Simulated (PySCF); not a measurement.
Vertical excitations of a molecule C2H4BF2N from TDA-PBE/def2-SVPD run with PySCF, as energy in eV (oscillator strength): 5.93 (0.107), 5.98 (0.066), 6.39 (0.009), 6.44 (0.110), 7.07 (0.019), 7.14 (0.056), 7.28 (0.022), 7.50 (0.008), 7.62 (0.000), 7.82 (0.021). Lowest triplet (TDA): 3.85 eV. Coordinates come from a PBE0-D3(BJ)/def2-SVP optimisation. The values are those of a single conformer.

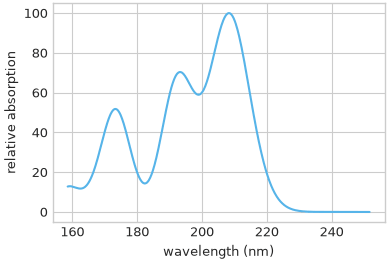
The lines broadened by 0.4 eV.

**Question.** Pick the molecule that these values belong to.
A. C/C=N/B(F)F
B. CC#N.FBF
C. NB(F)/C=C\F
D. C=C(F)B(N)F

**Answer.** D, C=C(F)B(N)F
